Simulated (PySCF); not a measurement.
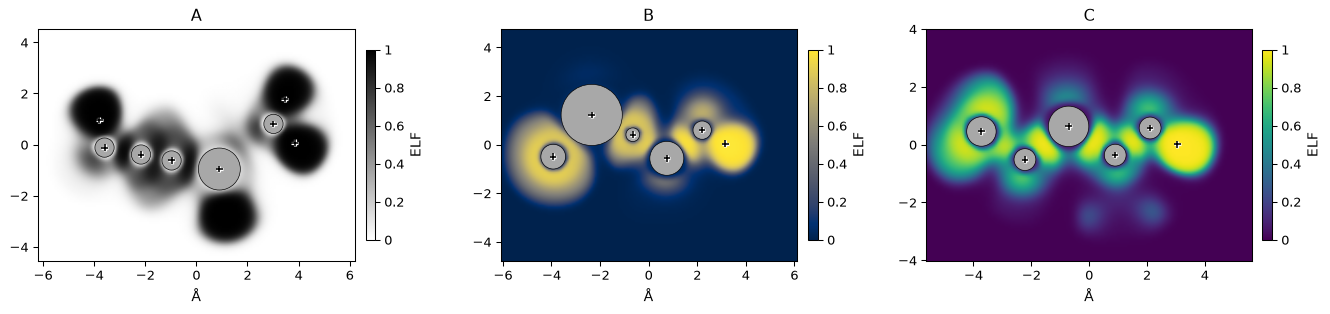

The electron localisation function of 3 systems, each on a plane through atoms (crosses mark nuclei in the plane; grey discs cover the cores).

Method: CAM-B3LYP/def2-SVPD, SCF density, gas phase, scalar-relativistic core potentials on the heavy atoms (PySCF 2.14.0).

System 1: C4H11ClSi (SMILES CC(C)[SiH2]CCl), the plane of atoms Si4, C5 and Cl6. Geometry: PBE0-D3(BJ)/def2-SVP.

```yaml
atoms:
  - { symbol: C, position_ang: [0.3836, 2.3286, 0.3710] }
  - { symbol: C, position_ang: [0.5921, 1.0216, -0.3932] }
  - { symbol: C, position_ang: [-0.5070, 0.0048, -0.0824] }
  - { symbol: Si, position_ang: [2.3013, 0.2716, -0.0604] }
  - { symbol: C, position_ang: [3.6789, 1.5123, -0.4605] }
  - { symbol: Cl, position_ang: [5.2789, 0.7579, -0.1752] }
  - { symbol: H, position_ang: [-0.6130, 2.7541, 0.1649] }
  - { symbol: H, position_ang: [1.1269, 3.0958, 0.1026] }
  - { symbol: H, position_ang: [0.4497, 2.1704, 1.4605] }
  - { symbol: H, position_ang: [0.5637, 1.2401, -1.4775] }
  - { symbol: H, position_ang: [-0.3752, -0.9342, -0.6428] }
  - { symbol: H, position_ang: [-1.5019, 0.4059, -0.3378] }
  - { symbol: H, position_ang: [-0.5236, -0.2492, 0.9905] }
  - { symbol: H, position_ang: [2.5071, -0.9432, -0.9061] }
  - { symbol: H, position_ang: [2.4209, -0.1091, 1.3813] }
  - { symbol: H, position_ang: [3.6423, 1.8370, -1.5110] }
  - { symbol: H, position_ang: [3.6169, 2.4099, 0.1721] }
```

System 2: C3H9Cl3OSiZr (Zr(OSiMe3)Cl3), the plane of atoms Zr1, O2 and Si3. Geometry: PBE0-D3(BJ)/def2-SVP; core potentials replace the inner electrons of Zr.

```json
{"atom": "Zr", "x (Å)": "0.7703", "y (Å)": "-0.6921", "z (Å)": "-2.7760"}
{"atom": "O", "x (Å)": "0.3714", "y (Å)": "-0.1129", "z (Å)": "-1.0345"}
{"atom": "Si", "x (Å)": "-0.1311", "y (Å)": "0.1842", "z (Å)": "0.5678"}
{"atom": "C", "x (Å)": "0.4973", "y (Å)": "1.8828", "z (Å)": "1.0191"}
{"atom": "C", "x (Å)": "0.6329", "y (Å)": "-1.1594", "z (Å)": "1.6170"}
{"atom": "C", "x (Å)": "-1.9971", "y (Å)": "0.0932", "z (Å)": "0.5624"}
{"atom": "H", "x (Å)": "0.2455", "y (Å)": "2.1334", "z (Å)": "2.0618"}
{"atom": "H", "x (Å)": "0.0506", "y (Å)": "2.6503", "z (Å)": "0.3680"}
{"atom": "H", "x (Å)": "1.5915", "y (Å)": "1.9368", "z (Å)": "0.9099"}
{"atom": "H", "x (Å)": "1.7323", "y (Å)": "-1.1157", "z (Å)": "1.5734"}
{"atom": "H", "x (Å)": "0.3302", "y (Å)": "-1.0591", "z (Å)": "2.6714"}
{"atom": "H", "x (Å)": "0.3160", "y (Å)": "-2.1544", "z (Å)": "1.2672"}
{"atom": "H", "x (Å)": "-2.4273", "y (Å)": "0.8596", "z (Å)": "-0.1008"}
{"atom": "H", "x (Å)": "-2.3358", "y (Å)": "-0.8929", "z (Å)": "0.2074"}
{"atom": "H", "x (Å)": "-2.4065", "y (Å)": "0.2481", "z (Å)": "1.5732"}
{"atom": "Cl", "x (Å)": "3.0863", "y (Å)": "-1.0221", "z (Å)": "-2.9785"}
{"atom": "Cl", "x (Å)": "0.0348", "y (Å)": "0.9188", "z (Å)": "-4.3088"}
{"atom": "Cl", "x (Å)": "-0.4175", "y (Å)": "-2.6816", "z (Å)": "-3.1221"}
```

System 3: C7H12Ge (SMILES CC#[C][GeH]1[CH2]CC[CH2]1), the plane of atoms C2, C1 and H10. Geometry: PBE0-D3(BJ)/def2-SVP.

```yaml
atoms:
  - { symbol: C, position_ang: [4.0443, 1.1150, 0.1220] }
  - { symbol: C, position_ang: [2.6783, 0.8399, -0.2869] }
  - { symbol: C, position_ang: [1.5327, 0.6114, -0.6357] }
  - { symbol: Ge, position_ang: [-0.2589, 0.2483, -1.1493] }
  - { symbol: C, position_ang: [-0.7966, -1.6069, -0.7593] }
  - { symbol: C, position_ang: [-2.1235, -1.4343, -0.0096] }
  - { symbol: C, position_ang: [-2.0485, -0.2013, 0.8986] }
  - { symbol: C, position_ang: [-1.5890, 1.0148, 0.0853] }
  - { symbol: H, position_ang: [4.7565, 0.8509, -0.6759] }
  - { symbol: H, position_ang: [4.3145, 0.5366, 1.0195] }
  - { symbol: H, position_ang: [4.1809, 2.1827, 0.3550] }
  - { symbol: H, position_ang: [-0.4429, 0.6797, -2.6167] }
  - { symbol: H, position_ang: [-0.8850, -2.2387, -1.6544] }
  - { symbol: H, position_ang: [-0.0289, -2.0560, -0.1092] }
  - { symbol: H, position_ang: [-2.9427, -1.2918, -0.7373] }
  - { symbol: H, position_ang: [-2.3815, -2.3348, 0.5724] }
  - { symbol: H, position_ang: [-1.3194, -0.3988, 1.7047] }
  - { symbol: H, position_ang: [-3.0163, -0.0186, 1.3946] }
  - { symbol: H, position_ang: [-1.1834, 1.8244, 0.7080] }
  - { symbol: H, position_ang: [-2.4203, 1.4324, -0.5062] }
```

### Which map belongs to which system?

Panel A is system 3, C7H12Ge: the plane holds C, Ge and H. C–C (1.22 Å): the ELF peaks at about 0.85 between the atoms; a short, multiple covalent bond. Panel B is system 2, C3H9Cl3OSiZr: the plane holds Zr, O, Si, C, H and Cl. Si–O (1.71 Å): the ELF peaks at about 0.90 between the atoms: a shared but strongly polarised pair. Panel C is system 1, C4H11ClSi: the plane holds C, Si, Cl and H. C–C (1.53 Å): the ELF peaks at about 0.95 between the atoms (localised, covalent bonding).
